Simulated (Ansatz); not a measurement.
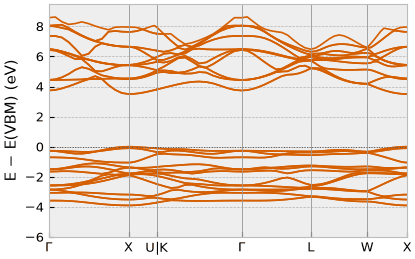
Band structure from DFT-PBE with spin–orbit coupling in the program Ansatz with PAW potentials

Problem. Read off the gap and where the band edges lie.

Solution. About 3.5 eV (3.50 eV by a search for the band edges); maximum at X, minimum at X.

The material is Li6SI2O in space group Fm-3m (No. 225; Li on 24e, I on 8c, S on 4a, O on 4b).

The start of the workflow was typed in or built on a structure type; neither database checked (COD, Materials Project) lists it. Its standing as an ambient phase is unchecked. The PBE relaxation kept the symmetry of its start; whether a distortion lowers the energy is not shown. The volume moved by 23 % from the start of the relaxation.

Potentials: the later of the program's two PAW sets.
